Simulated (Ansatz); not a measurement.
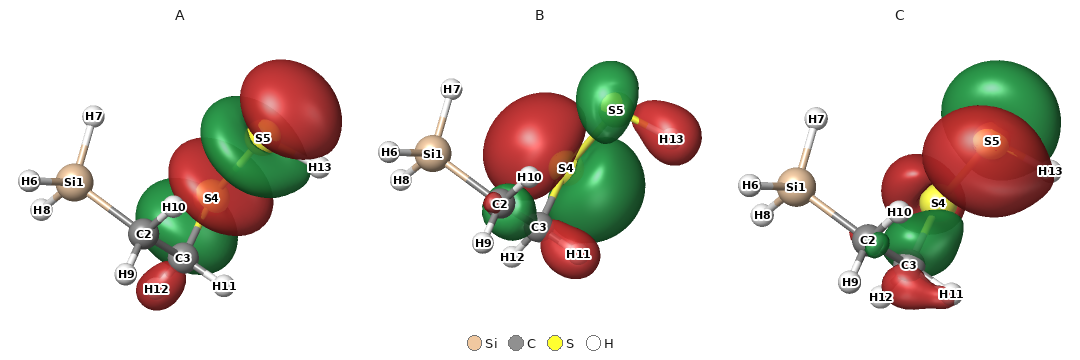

Figure 1: C₂H₈S₂Si (SMILES [SiH3]CCSS). Three frontier orbitals at ±0.1 Å⁻³ᐟ² (green and red are the two phases), in no order.

Method: RKS PBE/def2-SVP (Ansatz).

```yaml
atoms:
  - { symbol: Si, position_ang: [-1.8064, -0.5089, 0.0462] }
  - { symbol: C, position_ang: [-0.2211, 0.1487, 0.8839] }
  - { symbol: C, position_ang: [1.0881, -0.4606, 0.3867] }
  - { symbol: S, position_ang: [1.3334, -0.4006, -1.4403] }
  - { symbol: S, position_ang: [1.2336, 1.6386, -1.8796] }
  - { symbol: H, position_ang: [-2.9803, -0.1815, 0.9328] }
  - { symbol: H, position_ang: [-2.0500, 0.1143, -1.2985] }
  - { symbol: H, position_ang: [-1.7321, -2.0056, -0.1089] }
  - { symbol: H, position_ang: [-0.3088, -0.0185, 1.9802] }
  - { symbol: H, position_ang: [-0.1951, 1.2514, 0.7423] }
  - { symbol: H, position_ang: [1.9750, -0.0071, 0.8780] }
  - { symbol: H, position_ang: [1.1288, -1.5556, 0.5821] }
  - { symbol: H, position_ang: [2.5553, 1.9504, -1.6901] }
```

> Order the three orbitals by energy and name them.

C is the HOMO−1 (−6.08 eV). It lies mainly on S5 (about 70 %) and S4 (about 15 %); largely a lone pair of S5. B is the HOMO (−5.75 eV). Its weight (Hirshfeld) is mainly on S4 (about 75 %) and S5 (about 10 %); largely a lone pair of S4. A is the LUMO (−1.63 eV). Its weight (Hirshfeld) is mainly on S4 (about 45 %) and S5 (about 45 %).

> What is the HOMO–LUMO gap?

4.12 eV between the orbital energies.
